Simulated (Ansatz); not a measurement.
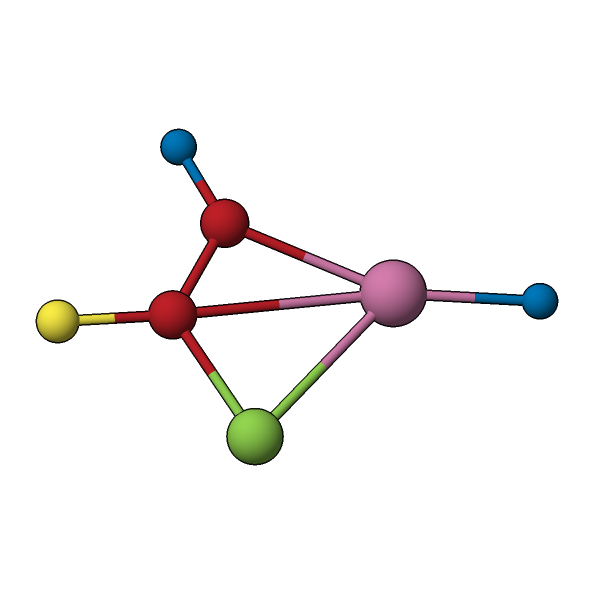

Colours: fluorine yellow, carbon red, indium pink, sulfur green, hydrogen blue.

The computed structure is the end point of a PBE0-D4/def2-TZVP optimisation.

Which formula does it have?

Answer. C2H2FInS, 7 atoms: 2 carbon, 2 hydrogen, 1 fluorine, 1 indium and 1 sulfur.

Count the bonded pairs by element.

Answer. 2 C–In, 1 C–F, 1 C–C, 1 In–S, 1 C–S, 1 In–H, 1 C–H. Sticks follow a distance rule.

Give the symmetry (Schoenflies symbol).

Answer. Cs.

How many sets of symmetry-equivalent atoms are there?

Answer. 7: 1 F, 1 C, 1 C, 1 In, 1 S, 1 H, 1 H.

More results for the same structure follow; atom numbers are the same in all pictures, views and colours differ.

## Dipole moment

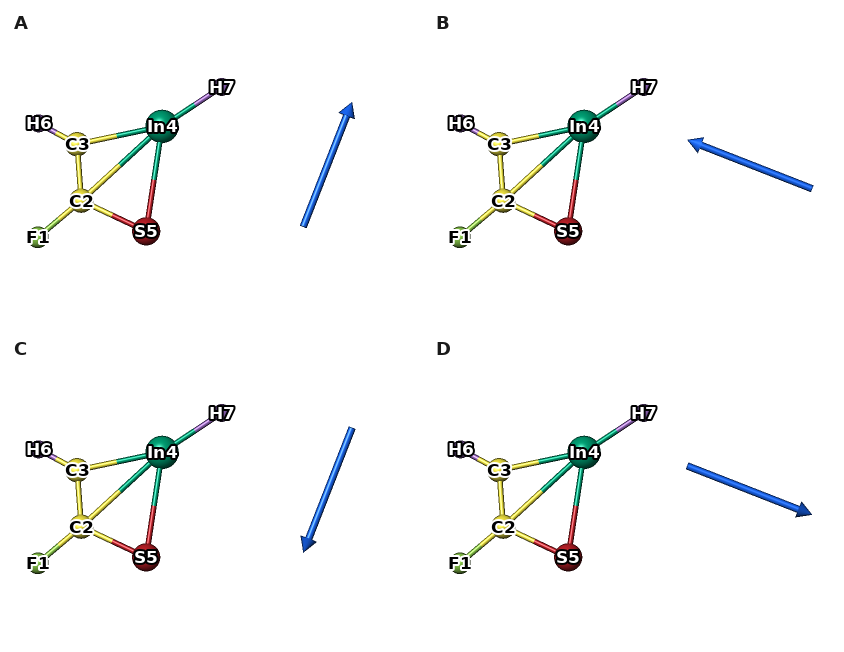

The same molecule four times, each with an arrow. Properties computed with RKS PBE-D4/def2-TZVPP, core potentials on In (Ansatz 0.2.0).

Which arrow points along the dipole moment, from the negative to the positive end?

Answer. A. The dipole moment is 3.57 D; it points from the side of F1 to the side of H7 (the outermost atoms at the two ends).

## Vibrations

Harmonic vibrations computed with RKS PBE0-D4/def2-TZVP, core potentials on In (Ansatz 0.2.0) at a stationary point of the same level.

How many vibrational modes are there, and where do they lie?

Answer. 15 modes: 132, 248, 323, 394, 446, 448, 575, 666, 715, 737, 1069, 1180, 1564, 1922, 3235 cm⁻¹.

## Thermal motion

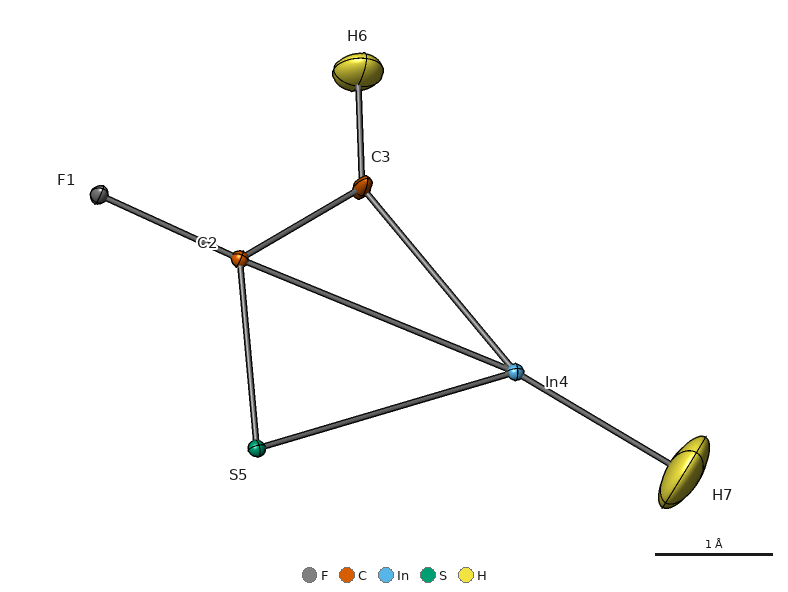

Displacement ellipsoids at the 50 % level, from the internal vibrations of the free molecule (harmonic, no overall translation or rotation; no half-axis is drawn under 0.075 Å). Vibrations computed with RKS PBE0-D4/def2-TZVP, core potentials on In (Ansatz 0.2.0). Temperature: 298 K.

Which atom moves most?

Answer. H7, with U_eq = 0.0444 Å².

Does H7 move more along its bond or across it?

Answer. Across it: the root-mean-square amplitude is 0.094 Å along the bond and up to 0.274 Å across, since bending and torsion are softer than stretching.

List U_eq and the three principal root-mean-square amplitudes for each kind of atom.

```tsv
atom	U_eq (Å²)	rms amplitudes (Å)
F1	0.0036	0.042, 0.045, 0.083
C2	0.0023	0.042, 0.044, 0.055
C3	0.0065	0.042, 0.049, 0.124
In4	0.00020	0.010, 0.012, 0.019
S5	0.0016	0.033, 0.035, 0.050
H6	0.0206	0.085, 0.137, 0.189
H7	0.0444	0.094, 0.222, 0.274
```
